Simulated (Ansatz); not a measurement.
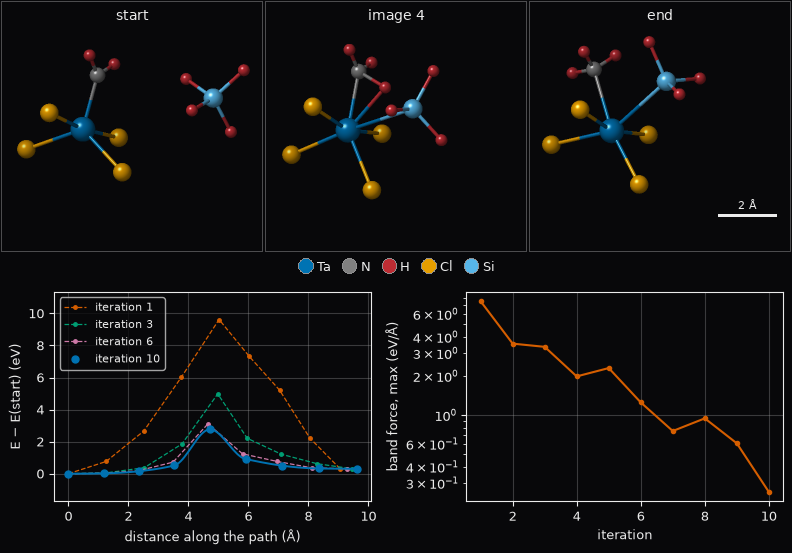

A search for the minimum-energy path of TaSiNH6Cl4, made up at the start of TaNH$_{2}$Cl$_{4}$ and SiH4 by the nudged elastic band. Images are numbered from 0 (start) to 8 (end). The plot follows the band through its iterations. Style: ball-and-stick. Shown at a tilt.

These are results of RHF/def2-SVP in Ansatz 0.2.0, not measurements. Set-up: 7 movable images; climbing image; force threshold 0.5 eV/Å; iteration limit 60; starting path through a guess of the saddle point.

Did the band converge, and can the barrier be trusted?

The run met only a loose threshold, so the barrier can't be trusted yet. The band converged in 10 iterations. The largest component of the band force went from 7.5 to 0.26 eV/Å. The climbing image converged on the top of the path. Its curvatures weren't checked. The force threshold is so loose that the height of the top is at best an upper bound. The first iteration put the highest image at 9.62 eV. The energy climbs by 2.76 eV to image 4 and then falls by 2.45 eV, so the end point sits at +0.31 eV.

Limits of the set-up: the start holds two separate molecules, 3.6 Å apart at their closest, whose relative position is a soft coordinate and is computed without a dispersion correction; Hartree-Fock leaves out electron correlation.

Cost: 3.4 min on 4 threads of Intel(R) Xeon(R) Platinum 8488C (Sapphire Rapids), with other jobs on the host, peak memory 0.68 GiB.
